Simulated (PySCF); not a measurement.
## A study: Cl$_{3}$Si, charge +1, SMILES `Cl[Si+](Cl)Cl`

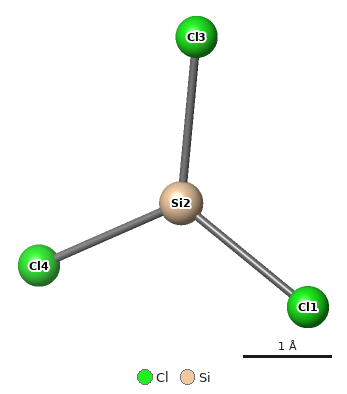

The molecule, with its atoms numbered as below. No frequency check shows the geometry to be a minimum.

Cartesian coordinates (Å):

```
Cl1     -0.3925    1.8994    0.0000
Si2      0.0001    0.0000    0.0000
Cl3     -1.4486   -1.2896    0.0000
Cl4      1.8411   -0.6098    0.0000
```

### 1. Bonding charge

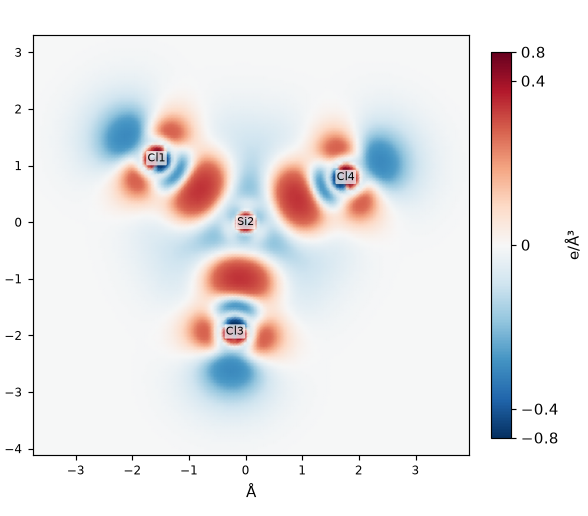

Deformation density (molecule less spherical, spin-averaged free atoms) in the molecular plane; colour scale in e/Å³, logarithmic beyond ±0.1; red: gain, blue: loss.

PySCF calculation, BP86/6-31G*, gas phase; geometry: GFN2-xTB.

Q: How much density has each bond in this plane gained at its critical point, relative to the free atoms?

A: Si2–Cl4, Cl1–Si2 and Si2–Cl3: +0.12 e/Å³ at the bond critical point (bond length 1.94 Å, Mayer order 1.4). In all, 0.5 electrons gather in the regions of gain relative to the promolecule of neutral atoms (the regions of loss give up this much and the cation's charge besides). A small or negative value marks a very polar bond, one between electron-rich atoms, whose free-atom densities already overlap strongly, a long bond to a heavier atom, or a closed-shell contact such as a hydrogen bond.

### 2. Bond critical points

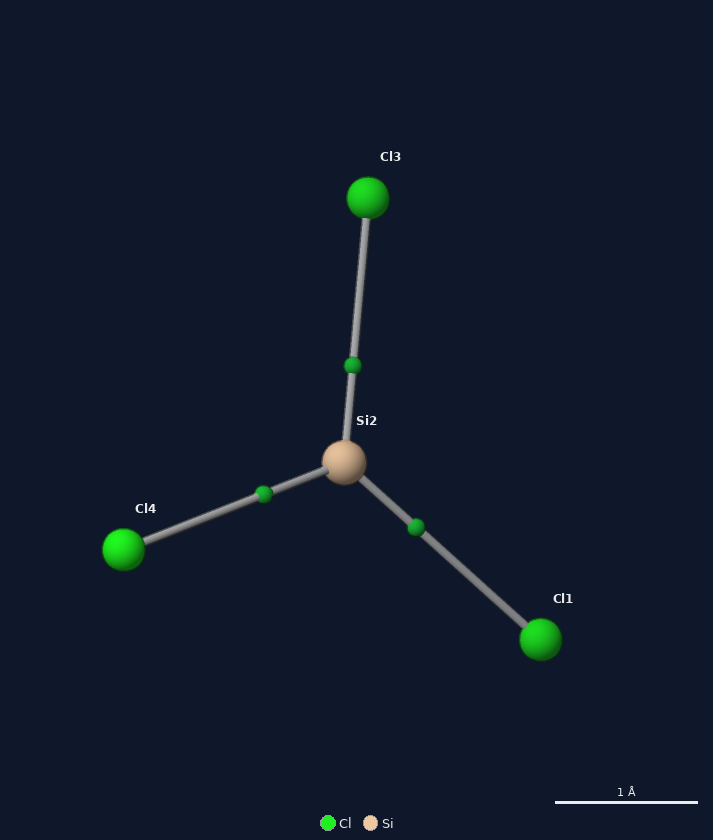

Molecular graph of the electron density (QTAIM): bond paths, bond critical points (green), ring points (magenta, if any); weak paths are dashed.

Q: How many critical points of each kind are there, and does the count close?

A: 4 nuclei, 3 bond, 0 ring and 0 cage critical points: 4 − 3 + 0 − 0 = 1, as the Poincaré–Hopf relation requires.

Q: What does the calculation give at each kind of bond critical point?

A:
| bond | length (Å) | ρ (a.u.) | ∇²ρ (a.u.) | ε | H (a.u.) |
| --- | --- | --- | --- | --- | --- |
| Si2–Cl4 (3 alike) | 1.939 | 0.122 | +0.40 | 0.08 | −0.067 |

Q: What kind of interaction is Si2–Cl4?

A: Polar or intermediate (positive Laplacian, negative energy density H): ρ = 0.122, ∇²ρ = +0.40, H = −0.067 a.u.

### 3. Local ionisation energy

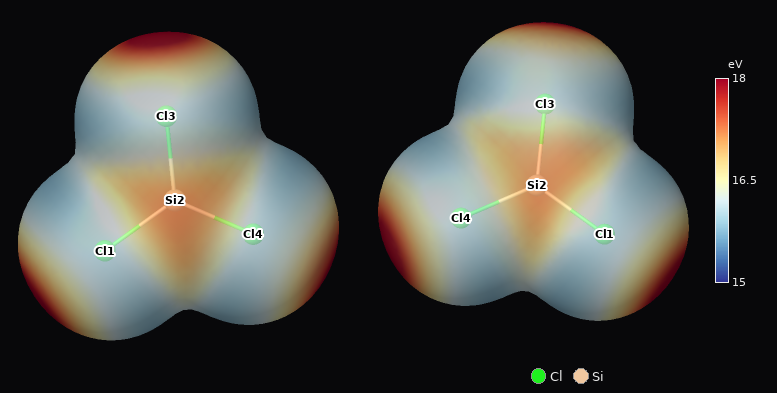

Average local ionisation energy on the surface of electron density 0.001 a.u. (back view left, front view right).

Q: Locate the minima of the map.

A: The lowest value is 15.8 eV, 2.1 Å from Cl4, and at like points elsewhere. For comparison, the highest occupied orbital lies at −14.2 eV.

### 4. Excited states

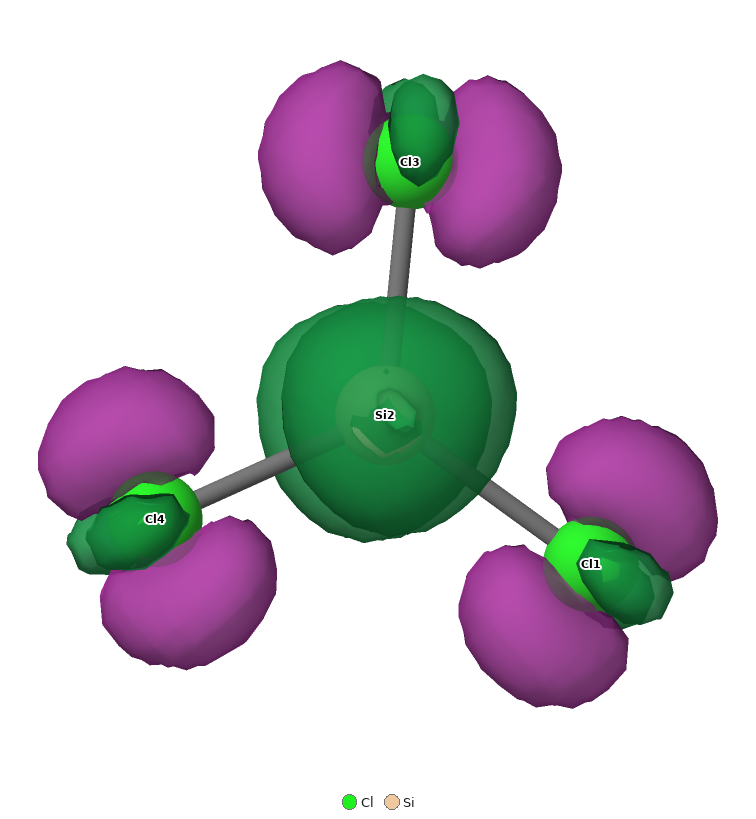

Unrelaxed difference density of S₁ less the ground state (TDA singlet states), ±0.04 e/Å³; green: gain, purple: loss.

Method: M06-2X/def2-SVPD; geometry: GFN2-xTB; program: PySCF.

Q: How does the charge move on excitation?

A: 0.82 e is displaced in all, of which about 0.5 e passes between atoms: Cl1, Cl3 and Cl4 (0.17 e each) lose electrons and Si2 (0.51 e) gains them. The state: 5.88 eV (211 nm), f = 0.000 (dark); the leading pair carries 99 %; hole on Cl1, Cl3 and Cl4 (32 % each) and Si2 (5 %), electron on Si2 (56 %) and Cl1, Cl3 and Cl4 (15 % each); their centroids lie 0.0 Å apart.

### 5. In an electric field

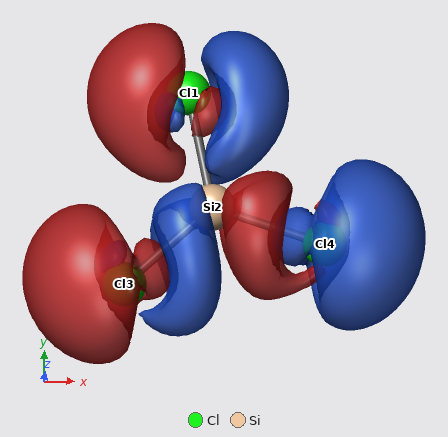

Change of the electron density in a uniform field of 0.21 V/Å, surfaces at ±0.001 e/Å³ (blue: gain, red: loss).

Computed with PySCF, PBE0/def2-SVPD, geometry: GFN2-xTB.

Q: Along which Cartesian direction does the field point?

A: Along −x: electrons gather on the +x side, against the field.

Q: What dipole is induced, and what polarisability does it imply?

A: The induced dipole is 0.64 D (along the field); α along this axis, from the fields in both directions, is 63 bohr³ (9.4 Å³).

Q: Which atoms gain and lose the most charge?

A: Electrons gather most on Cl4 (Hirshfeld charge changes by −0.023 e) and leave Cl3 most (+0.018 e); 0.051 electrons are displaced in all.

### 6. Removing or adding an electron

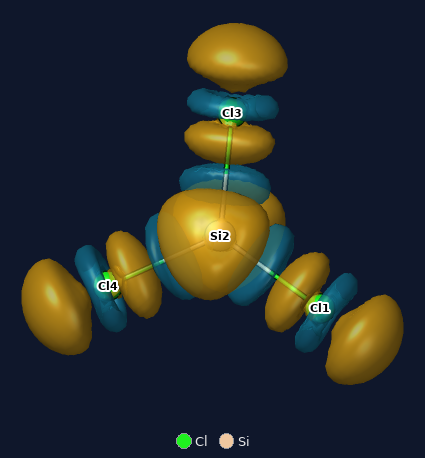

Fukui function f⁺ = ρ(N+1) − ρ(N) at fixed geometry, surfaces at ±0.02 e/Å³ (yellow positive, teal negative).

Level of theory: HF/6-311+G** (PySCF), at a geometry from GFN2-xTB.

Q: On which atoms does the density change most on addition of an electron?

A: f⁺ (Hirshfeld-condensed) is largest on Si2 (0.38) and Cl1, Cl3 and Cl4 (0.21 each); the vertical electron affinity is 4.93 eV (the stability of the neutral species's solution wasn't checked). Condensed values hint at sites of nucleophilic attack but needn't mark the atom that reacts. Orbital relaxation makes it negative in places (0.17 e in all).
